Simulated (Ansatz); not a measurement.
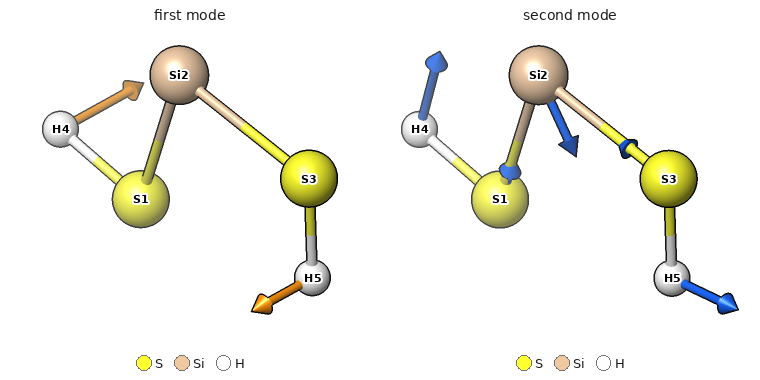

The system is H₂S₂Si, SMILES S[Si]S; the picture shows the reference structure; its two panels give the patterns of the first and the second mode as arrows. The first coordinate is: normal mode 3 (399 cm⁻¹); the second: normal mode 4 (482 cm⁻¹). Nothing is relaxed (straight displacements along the two mass-weighted modes). The scan uses a 15 × 15 grid; 120 points were computed and 105 follow by symmetry. Points are written as (first, second). Energies: eV, counted from the lowest grid point. These are results of RKS PBE0-D4/def2-TZVP in Ansatz, not measurements.

Its coordinates:

```xyz
5

S    -0.6407   -1.0238   -0.5412
Si   -0.6552    0.9690    0.2378
S     1.4265    1.1173    0.7342
H    -1.9547   -1.0422   -0.8251
H     1.8740   -0.0939    0.3529
```

Range: normal mode 3 (399 cm⁻¹) from −0.571 to 0.571 amu½·Å; normal mode 4 (482 cm⁻¹) from −0.84 to 0.84 amu½·Å.

### What will the energy surface look like?

The lowest grid point is at (0.000 amu½·Å, 0.00 amu½·Å). No other kind of well shows on this grid. The highest grid point, (−0.571 amu½·Å, 0.84 amu½·Å), lies 0.561 eV above the lowest.

```tsv
normal mode 4 (482 cm⁻¹) ↓, normal mode 3 (399 cm⁻¹) →	−0.571	−0.490	−0.408	−0.327	−0.245	−0.163	−0.082	0.000	0.082	0.163	0.245	0.327	0.408	0.490	0.571
0.84	0.561	0.496	0.446	0.411	0.386	0.371	0.363	0.360	0.363	0.371	0.386	0.411	0.446	0.496	0.561
0.72	0.453	0.389	0.340	0.306	0.283	0.268	0.260	0.257	0.260	0.268	0.283	0.306	0.340	0.389	0.453
0.60	0.364	0.301	0.254	0.221	0.198	0.184	0.176	0.174	0.176	0.184	0.198	0.221	0.254	0.301	0.364
0.48	0.294	0.232	0.186	0.153	0.132	0.118	0.111	0.108	0.111	0.118	0.132	0.153	0.186	0.232	0.294
0.36	0.241	0.180	0.135	0.103	0.082	0.069	0.062	0.059	0.062	0.069	0.082	0.103	0.135	0.180	0.241
0.24	0.204	0.143	0.099	0.068	0.047	0.035	0.028	0.026	0.028	0.035	0.047	0.068	0.099	0.143	0.204
0.12	0.181	0.122	0.078	0.047	0.027	0.015	0.008	0.006	0.008	0.015	0.027	0.047	0.078	0.122	0.181
0.00	0.173	0.114	0.071	0.040	0.021	0.008	0.002	0.000	0.002	0.008	0.021	0.040	0.071	0.114	0.173
−0.12	0.178	0.119	0.076	0.046	0.026	0.014	0.008	0.006	0.008	0.014	0.026	0.046	0.076	0.119	0.178
−0.24	0.195	0.136	0.093	0.063	0.044	0.032	0.025	0.023	0.025	0.032	0.044	0.063	0.093	0.136	0.195
−0.36	0.223	0.164	0.121	0.091	0.072	0.060	0.053	0.051	0.053	0.060	0.072	0.091	0.121	0.164	0.223
−0.48	0.262	0.203	0.160	0.130	0.110	0.098	0.091	0.090	0.091	0.098	0.110	0.130	0.160	0.203	0.262
−0.60	0.312	0.253	0.209	0.178	0.158	0.146	0.139	0.137	0.139	0.146	0.158	0.178	0.209	0.253	0.312
−0.72	0.371	0.311	0.267	0.236	0.215	0.203	0.196	0.194	0.196	0.203	0.215	0.236	0.267	0.311	0.371
−0.84	0.439	0.379	0.334	0.302	0.281	0.268	0.261	0.259	0.261	0.268	0.281	0.302	0.334	0.379	0.439
```

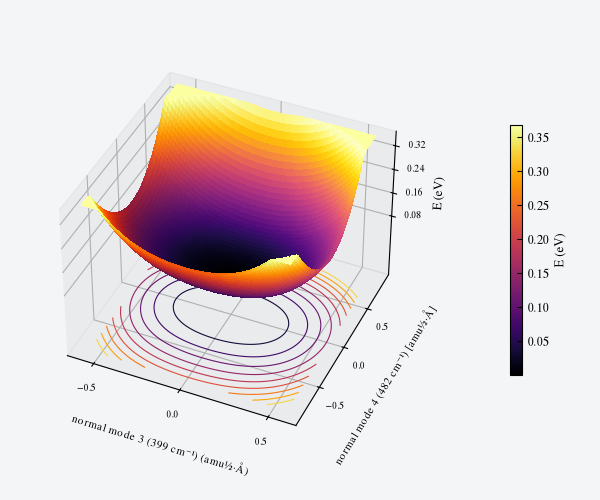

Drawn: a relief with its contours projected below, any walls above the top of the colour scale cut off. Between grid points the surface is interpolated.

Time for the 120 points that were run: 9 min on 1 thread of Arm Neoverse V2, with other jobs on the host.
